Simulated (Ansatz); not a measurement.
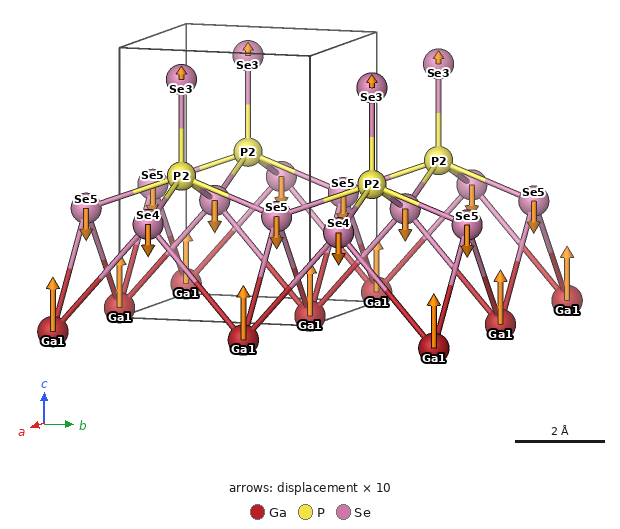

This is a relaxation of solid GaPSe3 (built on the tetragonal perovskite type). The starting structure is drawn; orange arrows show the displacements (the part carried along by the change of the cell is left out), 10 times their true length.

Style: ball-and-stick. Shown: the cell of the calculation, repeated 2 × 2 × 1 with one cell outlined, slightly off an axis.

Case: tetragonal perovskite type (P4mm, No. 99).

These are results of DFT PBE, scalar-relativistic, plane waves, PAW in Ansatz 0.2.0, not measurements.

Input
```yaml
crystal:
  lattice:
    - [4.5656245956, 0.0, 0.0]
    - [0.0, 4.5656245956, 0.0]
    - [0.0, 0.0, 6.1515885408]
  atoms:
    - { symbol: Ga, position: [0.0, 0.0, 0.0360376139] }
    - { symbol: P, position: [0.5, 0.5, 0.5838370862] }
    - { symbol: Se, position: [0.5, 0.5, 0.9417561739] }
    - { symbol: Se, position: [0.0, 0.5, 0.449184563] }
    - { symbol: Se, position: [0.5, 0.0, 0.449184563] }
basis:
  ecutwfc: 420
kpoints:
  mp_grid: { grid: [8, 8, 6] }
hamiltonian:
  xc: pbe
scf:
  occupations: { method: gaussian, width: 0.1 }
output:
  forces: true
  stress: true
  eigenvalues: true
relax:
  adjacent_minimum: "off"
  f_tol: 0.01
  max_steps: 80
  cell: { stress_tol: 0.05 }
```

Run as
```bash
ansatz run input.yaml --threads 1 --pin off --max-ram 2560MiB --backend cpu --events-out ev --progress --plain --runs-dir out
```

### Atoms of which element are displaced furthest, and by how much?

Gallium: up to 0.13 Å, against 0.08 Å for selenium.

### What did the optimiser do to the structure, and how much energy did it gain?

The atom that moves furthest relative to the cell is Ga1 (0.13 Å along +c). By element the largest moves are Ga 0.13 Å, Se 0.08 Å, P 0.01 Å. Cell: a = b 4.566 → 4.584 Å (+0.4 %), c 6.152 → 5.988 Å (−2.7 %). Volume −1.9 %. Among the contacts that change: Ga1–Se4 3.416 → 3.227 Å, Ga1–Se3 3.280 → 3.308 Å, P2–Se4 2.428 → 2.453 Å, P2–Se3 2.202 → 2.182 Å. The space group stays P4mm (No. 99). The energy falls by 28.1 meV per cell of the calculation in 5 accepted moves (6 points after the start). Largest force component: 0.49 eV/Å at the start, 0.00091 eV/Å at the end. The pressure goes from −0.07 to 0.00 GPa. At 1 point the geometry stayed and the basis and grid were re-selected for the new cell (energy shift of 0.2 meV per cell of the calculation at most each time). The run took 2.2 min on 1 thread of Intel(R) Xeon(R) Platinum 8488C (Sapphire Rapids), on a shared host, peak memory 0.59 GiB.
